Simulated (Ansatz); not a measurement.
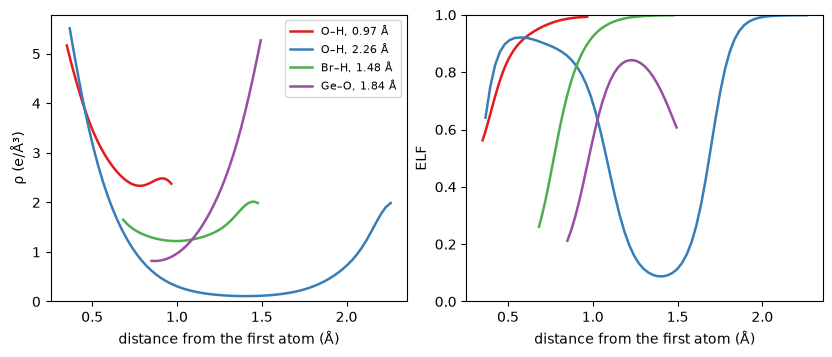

Figure. GeH$_{4}$O···HBr. Electron density and electron localisation function along straight lines between neighbouring atoms. The curves leave out the atomic cores.

Not at a stationary point (largest force 0.9 eV/Å).

Computed with Ansatz 0.2.0, RKS B3LYP-D4/def2-SVP.

Input

```
crystal:
  periodic: [false, false, false]
  atoms:
    - { symbol: Ge, position_ang: [-0.4644, -0.0752, -0.8124] }
    - { symbol: O, position_ang: [-0.078, -0.3909, 1.3028] }
    - { symbol: H, position_ang: [0.1844, -1.1043, -1.6871] }
    - { symbol: H, position_ang: [-1.8717, -0.57, -0.497] }
    - { symbol: H, position_ang: [-0.568, 1.3865, -1.1432] }
    - { symbol: H, position_ang: [1.1348, -0.0248, 1.2281] }
    - { symbol: Br, position_ang: [2.2112, 0.6154, -0.3176] }
    - { symbol: H, position_ang: [-0.5484, 0.1632, 1.9265] }
basis:
  gaussian: { orbitals: def2-SVP }
hamiltonian:
  xc: b3lyp
  dispersion: d4
relax:
  f_tol: 0.15
  max_steps: 25
  restrain:
    - { distance: [0, 6], at: 3.7, k: 30.0 }
    - { distance: [5, 1], at: 2.27, k: 30.0 }
    - { distance: [0, 1], at: 1.86, k: 30.0 }
    - { distance: [5, 6], at: 1.51, k: 30.0 }
output:
  orbitals: {}
```

Command:

```sh
ansatz run input.yaml --threads 2 --pin off --max-ram 3072MiB --backend cpu --events-out ev --progress --plain --runs-dir out
```

The fields are those of the run's last geometry, not of the input's.

Compare the contacts.

Answer. O–H (0.97 Å): ρ is about 3.6 e/Å³ halfway; the ELF climbs to about 1 towards the hydrogen, as it does in any bond to H; a covalent bond by its length.
O2···H6 (2.26 Å): the density falls to about 0.11 e/Å³ on the way; the ELF dips to about 0.10 between them.
Br–H (1.48 Å): ρ at the midpoint is about 1.5 e/Å³; the ELF climbs to about 1 towards the hydrogen.
Ge–O (1.84 Å): ρ at the midpoint is about 0.84 e/Å³; the ELF peaks at about 0.85 in the valence shell of O, 0.6 Å from its nucleus, and is about 0.35 at the midpoint.
